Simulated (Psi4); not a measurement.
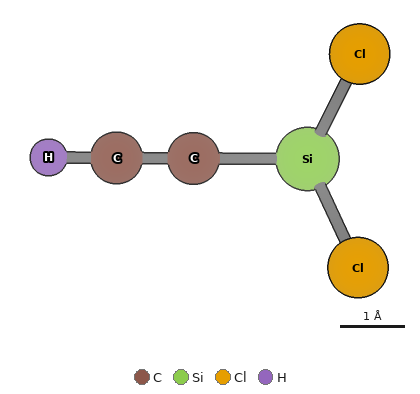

Fig. 1: The structure as given in the input (ball-and-stick view, seen at a tilt). Bond lengths as drawn: Cl–Si 2.04 Å, C–C 1.21 Å, C–H 1.07 Å and C–Si 1.80 Å.

## Single-point calculation, with input and output: C$_{2}$HCl$_{2}$Si

The run: single-point calculation of C$_{2}$HCl$_{2}$Si, multiplicity 2. Method and program: MP2/aug-cc-pVDZ, UHF (Psi4 1.11).

The geometry comes from this level: PBE0-D4/def2-TZVP.

The input (job.inp):
```
memory 1600 mb

molecule mol {
  0 2
  C      1.324500     0.483500     1.111500
  C      0.521500     0.095400     0.297200
  Si    -0.504400    -0.583800    -1.021800
  Cl    -1.914000    -1.830600    -0.226100
  Cl    -1.406000     0.937000    -2.046300
  H      2.020400     0.834500     1.839400
  symmetry c1
}

set basis aug-cc-pVDZ
set reference uhf
set puream true
set scf_type df
set num_frozen_docc 17
set df_basis_scf def2-universal-jfit
set maxiter 100

result, w = energy('mp2', return_wfn=True)
```

Command:
```bash
psi4 job.inp job.out -n 1
```

What the program printed:
```
Psi4 1.11 release

   => Loading Basis Set <=

    Name: AUG-CC-PVDZ
    Role: ORBITAL
    Keyword: BASIS

         ---------------------------------------------------------
                                   SCF
                              UHF Reference
                        1 Threads,   1525 MiB Core
         ---------------------------------------------------------

  ==> Geometry <==

    Molecular point group: c1
    Full point group: C1

    Geometry (in Angstrom), charge = 0, multiplicity = 2:

       Center              X                  Y                   Z               Mass
    ------------   -----------------  -----------------  -----------------  -----------------
         C            2.186994499380     0.807226579111     1.837907958585    12.000000000000
         C            1.383994499380     0.419126579111     1.023607958585    12.000000000000
         SI           0.358094499380    -0.260073420889    -0.295392041415    27.976926534650
         CL          -1.051505500620    -1.506873420889     0.500307958585    34.968852682000
         CL          -0.543505500620     1.260726579111    -1.319892041415    34.968852682000
         H            2.882894499380     1.158226579111     2.565807958585     1.007825032230

  Running in c1 symmetry.

  Rotational constants: A =      0.08147  B =      0.07493  C =      0.04104 [cm^-1]
  Rotational constants: A =   2442.41879  B =   2246.27330  C =   1230.24217 [MHz]
  Nuclear repulsion =  293.774262050739480

  Charge       = 0
  Multiplicity = 2
  Electrons    = 61
  Nalpha       = 31
  Nbeta        = 30

  ==> Algorithm <==

  SCF Algorithm Type is DF.
  DIIS enabled.
  MOM disabled.
  Fractional occupation disabled.
  Guess Type is SAD.
  Energy threshold   = 1.00e-08
  Density threshold  = 1.00e-08
  Integral threshold = 1.00e-12

  ==> Primary Basis <==

  Basis Set: AUG-CC-PVDZ
    Blend: AUG-CC-PVDZ
    Number of shells: 56
    Number of basis functions: 136
    Number of Cartesian functions: 146
    Spherical Harmonics?: true
    Max angular momentum: 2

   => Loading Basis Set <=

    Name: DEF2-UNIVERSAL-JFIT
    Role: JKFIT
    Keyword: DF_BASIS_SCF

  ==> Integral Setup <==

  DFHelper Memory: AOs need 0.040 GiB; user supplied 1.118 GiB.
  SCF_SUBTYPE=INCORE selected. In-core MEM_DF algorithm will be used.
  Using in-core AOs.

  ==> MemDFJK: Density-Fitted J/K Matrices <==

    J tasked:                   Yes
    K tasked:                   Yes
    wK tasked:                   No
    Memory [MiB]:              1144
    Algorithm:                 Core
    Schwarz Cutoff:           1E-12
    Mask sparsity (%):       0.5082
    Fitting Condition:        1E-10

   => Auxiliary Basis Set <=

  Basis Set: DEF2-UNIVERSAL-JFIT
    Blend: DEF2-UNIVERSAL-JFIT
    Number of shells: 86
    Number of basis functions: 262
    Number of Cartesian functions: 323
    Spherical Harmonics?: true
    Max angular momentum: 4

  Minimum eigenvalue in the overlap matrix is 1.2793614910E-05.
  Reciprocal condition number of the overlap matrix is 1.6698070121E-06.
    Using symmetric orthogonalization.

  ==> Pre-Iterations <==

  SCF Guess: Superposition of Atomic Densities via on-the-fly atomic UHF (no occupation information).

   -------------------------
    Irrep   Nso     Nmo
   -------------------------
     A        136     136
   -------------------------
    Total     136     136
   -------------------------

  ==> Iterations <==

                           Total Energy        Delta E     RMS |[F,P]|

   @DF-UHF iter SAD: -1277.75301327479656   -1.27775e+03   0.00000e+00
   @DF-UHF iter   1: -1278.37849654435490   -6.25483e-01   3.01886e-03 ADIIS/DIIS
   @DF-UHF iter   2: -1278.48790896541914   -1.09412e-01   1.61573e-03 ADIIS/DIIS
   @DF-UHF iter   3: -1278.52218937410794   -3.42804e-02   3.45110e-04 ADIIS/DIIS
   @DF-UHF iter   4: -1278.52742223677114   -5.23286e-03   1.51216e-04 ADIIS/DIIS
   @DF-UHF iter   5: -1278.52814995675362   -7.27720e-04   8.59586e-05 DIIS
   @DF-UHF iter   6: -1278.52838127717268   -2.31320e-04   3.48072e-05 DIIS
   @DF-UHF iter   7: -1278.52843920556802   -5.79284e-05   1.90002e-05 DIIS
   @DF-UHF iter   8: -1278.52846327695215   -2.40714e-05   1.29708e-05 DIIS
   @DF-UHF iter   9: -1278.52847703676593   -1.37598e-05   1.12486e-05 DIIS
   @DF-UHF iter  10: -1278.52848948104224   -1.24443e-05   1.05035e-05 DIIS
   @DF-UHF iter  11: -1278.52851452582468   -2.50448e-05   9.12086e-06 DIIS
   @DF-UHF iter  12: -1278.52855737877508   -4.28530e-05   5.71574e-06 DIIS
   @DF-UHF iter  13: -1278.52857394246689   -1.65637e-05   2.22820e-06 DIIS
   @DF-UHF iter  14: -1278.52857502036818   -1.07790e-06   7.67545e-07 DIIS
   @DF-UHF iter  15: -1278.52857510717081   -8.68026e-08   2.78556e-07 DIIS
   @DF-UHF iter  16: -1278.52857511253865   -5.36784e-09   1.07934e-07 DIIS
   @DF-UHF iter  17: -1278.52857511291654   -3.77895e-10   7.40205e-08 DIIS
   @DF-UHF iter  18: -1278.52857511309276   -1.76215e-10   4.11027e-08 DIIS
   @DF-UHF iter  19: -1278.52857511322304   -1.30285e-10   2.91144e-08 DIIS
   @DF-UHF iter  20: -1278.52857511331513   -9.20863e-11   1.87264e-08 DIIS
   @DF-UHF iter  21: -1278.52857511336856   -5.34328e-11   7.68811e-09 DIIS
  Energy and wave function converged.

  ==> Post-Iterations <==

   @Spin Contamination Metric:   4.172894903E-02
   @S^2 Expected:                7.500000000E-01
   @S^2 Observed:                7.917289490E-01
   @S   Expected:                5.000000000E-01
   @S   Observed:                5.000000000E-01

    Orbital Energies [Eh]
    ---------------------

    Alpha Occupied:

       1A   -104.714428     2A   -104.714407     3A    -68.877932
       4A    -11.283290     5A    -11.246946     6A    -10.277837
       7A    -10.277801     8A     -7.687643     9A     -7.687617
      10A     -7.666389    11A     -7.666361    12A     -7.665458
      13A     -7.665433    14A     -6.021404    15A     -4.016911
      16A     -4.012713    17A     -3.994491    18A     -1.135969
      19A     -1.104423    20A     -1.056868    21A     -0.796815
      22A     -0.725099    23A     -0.601462    24A     -0.566723
      25A     -0.529825    26A     -0.490984    27A     -0.487668
      28A     -0.466970    29A     -0.441989    30A     -0.428332
      31A     -0.351192

    Alpha Virtual:

      32A      0.030378    33A      0.054916    34A      0.056562
      35A      0.057821    36A      0.069086    37A      0.081564
      38A      0.092103    39A      0.122750    40A      0.127651
      41A      0.129661    42A      0.137720    43A      0.138946
      44A      0.154646    45A      0.165160    46A      0.174981
      47A      0.176206    48A      0.192592    49A      0.193458
      50A      0.209007    51A      0.210866    52A      0.215937
      53A      0.225957    54A      0.243335    55A      0.272021
      56A      0.283563    57A      0.310798    58A      0.314866
      59A      0.335886    60A      0.345660    61A      0.367282
      62A      0.377204    63A      0.377800    64A      0.437456
      65A      0.439621    66A      0.454856    67A      0.457752
      68A      0.472445    69A      0.474993    70A      0.496844
      71A      0.500844    72A      0.522688    73A      0.527535
      74A      0.542117    75A      0.547160    76A      0.565508
      77A      0.579862    78A      0.605683    79A      0.626159
      80A      0.635199    81A      0.636370    82A      0.669717
      83A      0.689241    84A      0.743298    85A      0.749681
      86A      0.792216    87A      0.798619    88A      0.829314
      89A      0.839254    90A      0.854193    91A      0.878632
      92A      0.910588    93A      0.911153    94A      0.960853
      95A      0.977023    96A      1.007312    97A      1.009576
      98A      1.045173    99A      1.072645   100A      1.107783
     101A      1.111126   102A      1.148454   103A      1.191056
     104A      1.200285   105A      1.276319   106A      1.319319
     107A      1.339387   108A      1.385273   109A      1.435145
     110A      1.437413   111A      1.448915   112A      1.463642
     113A      1.481953   114A      1.501214   115A      1.507360
     116A      1.540086   117A      1.550322   118A      1.571306
     119A      1.597742   120A      1.602631   121A      1.658567
     122A      1.693044   123A      1.707562   124A      1.727955
     125A      1.808071   126A      1.826701   127A      1.924200
     128A      1.931621   129A      2.008454   130A      2.101666
     131A      2.574701   132A      2.582154   133A      2.593327
     134A      2.607327   135A      3.013080   136A      3.931578

    Beta Occupied:

       1A   -104.713803     2A   -104.713781     3A    -68.872924
       4A    -11.275222     5A    -11.251419     6A    -10.276906
       7A    -10.276865     8A     -7.685209     9A     -7.685181
      10A     -7.666124    11A     -7.666096    12A     -7.663247
      13A     -7.663223    14A     -6.011479    15A     -4.013923
      16A     -4.010885    17A     -3.975512    18A     -1.126073
      19A     -1.095630    20A     -1.049459    21A     -0.781120
      22A     -0.706520    23A     -0.588964    24A     -0.555378
      25A     -0.504132    26A     -0.488847    27A     -0.477159
      28A     -0.464756    29A     -0.428550    30A     -0.424652

    Beta Virtual:

      31A      0.016149    32A      0.031633    33A      0.058682
      34A      0.059212    35A      0.062474    36A      0.071550
      37A      0.085566    38A      0.107105    39A      0.130783
      40A      0.132033    41A      0.136416    42A      0.143542
      43A      0.145911    44A      0.158579    45A      0.167879
      46A      0.179848    47A      0.181000    48A      0.196240
      49A      0.201049    50A      0.209721    51A      0.209899
      52A      0.233650    53A      0.235631    54A      0.249526
      55A      0.276986    56A      0.285740    57A      0.315182
      58A      0.322669    59A      0.343649    60A      0.350342
      61A      0.376004    62A      0.382691    63A      0.387165
      64A      0.443124    65A      0.444912    66A      0.460794
      67A      0.466386    68A      0.480083    69A      0.496653
      70A      0.498999    71A      0.507349    72A      0.525041
      73A      0.531583    74A      0.543902    75A      0.551411
      76A      0.573283    77A      0.590534    78A      0.609952
      79A      0.630651    80A      0.638118    81A      0.642214
      82A      0.679067    83A      0.705597    84A      0.756331
      85A      0.758157    86A      0.807718    87A      0.809596
      88A      0.847733    89A      0.854700    90A      0.869892
      91A      0.892523    92A      0.907086    93A      0.910378
      94A      0.968049    95A      0.979900    96A      1.011493
      97A      1.016610    98A      1.053770    99A      1.074346
     100A      1.109827   101A      1.113823   102A      1.153776
     103A      1.194902   104A      1.203402   105A      1.280813
     106A      1.320377   107A      1.345271   108A      1.389909
     109A      1.439272   110A      1.439380   111A      1.451712
     112A      1.466667   113A      1.485410   114A      1.507895
     115A      1.510603   116A      1.543207   117A      1.553223
     118A      1.573909   119A      1.605119   120A      1.611064
     121A      1.660184   122A      1.697668   123A      1.709905
     124A      1.731631   125A      1.810354   126A      1.829380
     127A      1.922497   128A      1.929863   129A      2.009789
     130A      2.101285   131A      2.578994   132A      2.584384
     133A      2.592066   134A      2.612269   135A      3.015142
     136A      3.934086

    Final Occupation by Irrep:
              A
    DOCC [    30 ]
    SOCC [     1 ]
    NA   [    31 ]
    NB   [    30 ]

  @DF-UHF Final Energy: -1278.52857511336856

   => Energetics <=

    Nuclear Repulsion Energy =            293.7742620507394804
    One-Electron Energy =               -2355.8312536477037611
    Two-Electron Energy =                 783.5284164835959473
    Total Energy =                      -1278.5285751133685608

  UHF NO Occupations:
  HONO-2 :   29  A 1.9957421
  HONO-1 :   30  A 1.9853042
  HONO-0 :   31  A 1.0000000
  LUNO+0 :   32  A 0.0146958
  LUNO+1 :   33  A 0.0042579
  LUNO+2 :   34  A 0.0010747
  LUNO+3 :   35  A 0.0003570

Computation Completed

Properties will be evaluated at   0.000000,   0.000000,   0.000000 [a0]

Properties computed using the SCF density matrix

 Multipole Moments:

 ------------------------------------------------------------------------------------
     Multipole            Electronic (a.u.)      Nuclear  (a.u.)        Total (a.u.)
 ------------------------------------------------------------------------------------

 L = 1.  Multiply by 2.5417464519 to convert [e a0] to [Debye]
 Dipole X            :         -3.4242198            4.1705584            0.7463386
 Dipole Y            :         -1.2037105            1.3054631            0.1017526
 Dipole Z            :         -2.7855176            3.1492011            0.3636835
 Magnitude           :                                                    0.8364452

 ------------------------------------------------------------------------------------

	total time  =          2 seconds =       0.03 minutes

  //>>>>>>>>>>>>>>>>>>>>>>>>>>>>>>>>>>>//
  //               DFMP2               //
  //<<<<<<<<<<<<<<<<<<<<<<<<<<<<<<<<<<<//

   => Loading Basis Set <=

    Name: (AUG-CC-PVDZ AUX)
    Role: RIFIT
    Keyword: DF_BASIS_MP2

	 --------------------------------------------------------
	                          DF-MP2
	      2nd-Order Density-Fitted Moller-Plesset Theory
	              UMP2 Wavefunction,   1 Threads

	 --------------------------------------------------------

	 --------------------------------------------------------
	                 NBF =   136, NAUX =   443
	 --------------------------------------------------------
	   CLASS    FOCC     OCC    AOCC    AVIR     VIR    FVIR
	   ALPHA      17      31      14     105     105       0
	    BETA      17      30      13     106     106       0
	 --------------------------------------------------------

	-----------------------------------------------------------
	 ==================> DF-MP2 Energies <====================
	-----------------------------------------------------------
	 Reference Energy          =   -1278.5285751133685608 [Eh]
	 Singles Energy            =      -0.0000000000000000 [Eh]
	 Same-Spin Energy          =      -0.1677214389239385 [Eh]
	 Opposite-Spin Energy      =      -0.4504510773008953 [Eh]
	 Correlation Energy        =      -0.6181725162248338 [Eh]
	 Total Energy              =   -1279.1467476295933920 [Eh]
	-----------------------------------------------------------
	 ================> DF-SCS-MP2 Energies <==================
	-----------------------------------------------------------
	 SCS Same-Spin Scale       =       0.3333333333333333 [-]
	 SCS Opposite-Spin Scale   =       1.2000000000000000 [-]
	 SCS Same-Spin Energy      =      -0.0559071463079795 [Eh]
	 SCS Opposite-Spin Energy  =      -0.5405412927610744 [Eh]
	 SCS Correlation Energy    =      -0.5964484390690539 [Eh]
	 SCS Total Energy          =   -1279.1250235524375967 [Eh]
	-----------------------------------------------------------

	total time  =          1 seconds =       0.02 minutes

    Psi4 run time: 0:00:02.94
```

Key numbers:

```tsv
quantity	value
outcome	converged
total energy	−1279.146748 hartree
SCF energy	−1278.528575 hartree
MP2 energy	−1279.146748 hartree
correlation energy	−0.618173 hartree
basis functions	136
⟨S²⟩	0.792
hardware	1 thread of Intel Xeon (Sapphire Rapids), 16 GiB of memory available, shared host
wall time	3.9 s
peak memory	0.32 GiB
```

Remarks:

These settings are looser than, or depart from, a standard set-up, so the numbers are not reference values for this system. Further notes kept with the run: Coulomb fitting set used for exchange.
